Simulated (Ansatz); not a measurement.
**CCSD/cc-pVDZ run of B2H4F2 (SMILES [BH2-]1[F+][BH2-][F+]1)**

What is the vertical singlet–triplet gap of B2H4F2 at CCSD/cc-pVDZ? 

The calculation is run with Ansatz 0.2.0.

56 further runs of the same task are left out: 56 set aside as unsound or not needed.

### Step 1. Starting point

B2H4F2 has 8 atoms, charge 0, and is taken as a singlet. As SMILES, `[BH2-]1[F+][BH2-][F+]1`. The shape is that of a PBE0-D4/def2-TZVP optimisation.

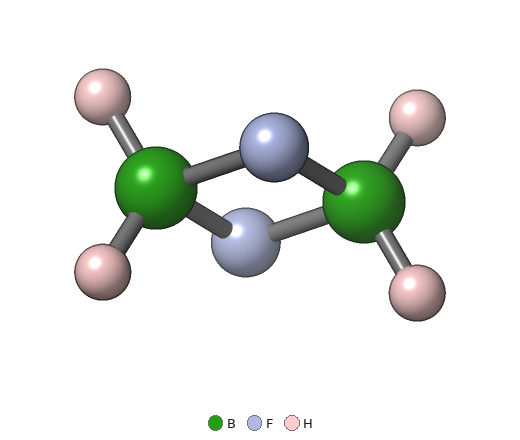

Viewed from a chosen angle; boron green, fluorine light blue, hydrogen pink.

### Step 2. The energy at CCSD/cc-pVDZ

Contents of input.yaml:

```yaml
crystal:
  periodic: [false, false, false]
  atoms:
    - symbol: B
      position_ang: [-0.488000, 0.947300, -0.293800]
    - symbol: F
      position_ang: [0.637300, 0.536000, 0.670600]
    - symbol: B
      position_ang: [0.488000, -0.947200, 0.293900]
    - symbol: F
      position_ang: [-0.636800, -0.535900, -0.671100]
    - symbol: H
      position_ang: [-0.036000, 1.557300, -1.210300]
    - symbol: H
      position_ang: [-1.440200, 1.308400, 0.322000]
    - symbol: H
      position_ang: [1.440200, -1.309100, -0.321600]
    - symbol: H
      position_ang: [0.035400, -1.556800, 1.210300]
basis:
  gaussian:
    orbitals: cc-pVDZ
correlation:
  method: ccsd
  frozen_orbitals: {B: 1, F: 1, H: 0}
accuracy: high
scf:
  omitted_lower_state_checks: [cluster_reference, increment]
```

The run is started by

```bash
$ ansatz run input.yaml --threads 1 --pin off --max-ram 3480MiB --events-out events.jsonl --progress --plain --runs-dir runs
```

What it wrote, cut to the lines that bear on the results:

```text
Warning: RAYON_NUM_THREADS=1 ignored (pool sized by the plan → 1); use --threads N
Functional definition: HF
  name "HF"
[...]
1771 factors; integrals over basis functions are off by at most 3.5e-9 eV
[...]
mean field -6820.10356772 eV, -250.6341832815 hartree, gradient 2.1e-8 eV, S^2 0.000000; 0 other end points of the search recorded, 0 dependent functions left out
4 core orbitals not correlated: weight in the atoms' cores, before any rotation towards them, 1.000 or more for the frozen orbitals, at most 0.000 for the correlated occupied ones
reference -6820.10356772 eV, -250.6341832815 hartree; 12, 12 occupied and 60, 60 virtual orbitals, 1771 factors
second order -15.42718641 eV of doubles, -0.00000000 eV of singles
cycle   1  -15.83138906 eV  change   -4.0e-1 eV  update   8.8e-2
[...]
cycle  18  -16.32822045 eV  change   -1.6e-9 eV  update   1.9e-9
Total energy: -6836.43178818 eV, -251.2342343156 hartree
Checks for a lower state left out: cluster_reference, increment
```

It took 4.8 s on 1 thread of AMD EPYC 9R45 (Zen 5), shared host; peak memory 0.42 GiB.

### Step 3. The triplet at the same level

Contents of in.yaml:

```yaml
crystal:
  periodic: [false, false, false]
  atoms:
    - {symbol: B, position_ang: [-0.488000, 0.947300, -0.293800]}
    - {symbol: F, position_ang: [0.637300, 0.536000, 0.670600]}
    - {symbol: B, position_ang: [0.488000, -0.947200, 0.293900]}
    - {symbol: F, position_ang: [-0.636800, -0.535900, -0.671100]}
    - {symbol: H, position_ang: [-0.036000, 1.557300, -1.210300]}
    - {symbol: H, position_ang: [-1.440200, 1.308400, 0.322000]}
    - {symbol: H, position_ang: [1.440200, -1.309100, -0.321600]}
    - {symbol: H, position_ang: [0.035400, -1.556800, 1.210300]}
basis:
  gaussian:
    orbitals: cc-pVDZ
magnetization:
  spin_polarized: true
  initial_magnetization: 2
correlation:
  method: ccsd
  frozen_orbitals: {B: 1, F: 1, H: 0}
accuracy: high
scf:
  omitted_lower_state_checks: [cluster_reference, increment]
```

The run is started by

```bash
$ ansatz run in.yaml --threads 1 --pin off --max-ram 3480MiB --events-out events.jsonl --progress --plain --runs-dir runs
```

What it wrote, cut to the lines that bear on the results:

```text
Warning: RAYON_NUM_THREADS=1 ignored (pool sized by the plan → 1); use --threads N
[... 2 set-up lines as earlier in the session ...]
[...]
1771 factors; integrals over basis functions are off by at most 3.5e-9 eV
[...]
mean field -6811.24130512 eV, -250.3085011381 hartree, gradient 2.3e-8 eV, S^2 2.016940; 6 other end points of the search recorded, 0 dependent functions left out
4 core orbitals not correlated: weight in the atoms' cores, before any rotation towards them, 1.000 or more for the frozen orbitals, at most 0.000 for the correlated occupied ones
reference -6811.24130512 eV, -250.3085011381 hartree; 13, 11 occupied and 59, 61 virtual orbitals, 1771 factors
second order -15.79801940 eV of doubles, -0.00000000 eV of singles
cycle   1  -16.01764835 eV  change   -2.2e-1 eV  update   1.2e-1
[...]
cycle  33  -16.73620638 eV  change  -7.0e-10 eV  update  6.2e-10
Total energy: -6827.97751150 eV, -250.9235453783 hartree
Checks for a lower state left out: cluster_reference, increment
```

It took 23 s on 1 thread of AMD EPYC 9R45 (Zen 5), shared host; peak memory 0.78 GiB.

### Step 4. Outcome

At CCSD/cc-pVDZ, 4 core orbitals frozen:

```
                                            quantity          value
                               singlet: total energy  -251.23423 Eh
singlet: correlation energy (4 core orbitals frozen)     -600.1 mEh
                              singlet: T1 diagnostic          0.011
                               triplet: total energy  -250.92355 Eh
triplet: correlation energy (4 core orbitals frozen)     -615.0 mEh
          triplet: ⟨S²⟩ of the reference determinant          2.017
                              triplet: T1 diagnostic          0.039
    vertical energy of the triplet above the singlet       8.454 eV
```

**Reading.** At this shape the triplet lies 8.45 eV (816 kJ/mol) above the singlet.
